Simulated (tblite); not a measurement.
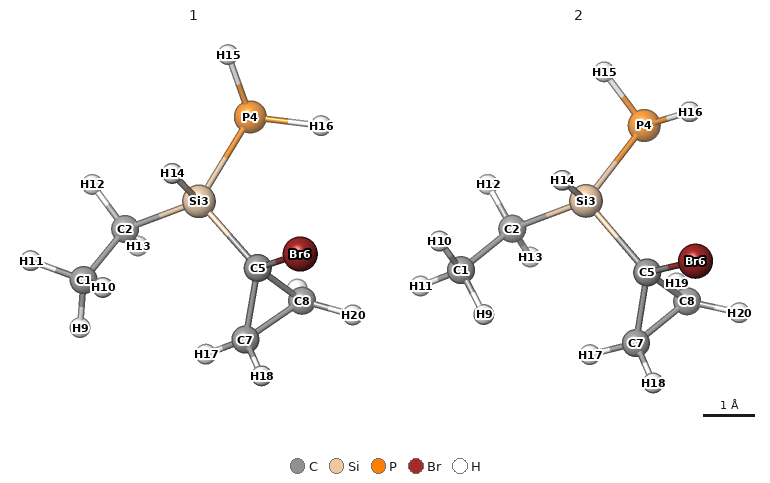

Two geometries of C5H12BrPSi, drawn at one scale. One is the start of a relaxation, the other its converged end. A ball-and-stick model, seen face on.

Computed with GFN2-xTB geometry optimisation, gas phase (tblite 0.8.0). 

> Which one is relaxed?

Structure 2 is the relaxed one. Over 156 geometry steps the energy falls by 0.929 eV. H10 moves most after the best rigid fit: 1.35 Å. By element the largest moves are H 1.35 Å, Br 0.26 Å, C 0.26 Å, P 0.25 Å, Si 0.13 Å. Near-neighbour distances that change, for instance: P4–H15 1.469 → 1.382 Å, P4–H16 1.458 → 1.383 Å, Si3–C5 1.833 → 1.904 Å, C1–H11 1.130 → 1.089 Å. Bond angles that change, for instance: H15–P4–H16 107.8° → 92.8°, Si3–P4–H15 107.6° → 95.1°, P4–Si3–H14 105.8° → 117.3°. Groups turn about C1–C2 by about 55°.
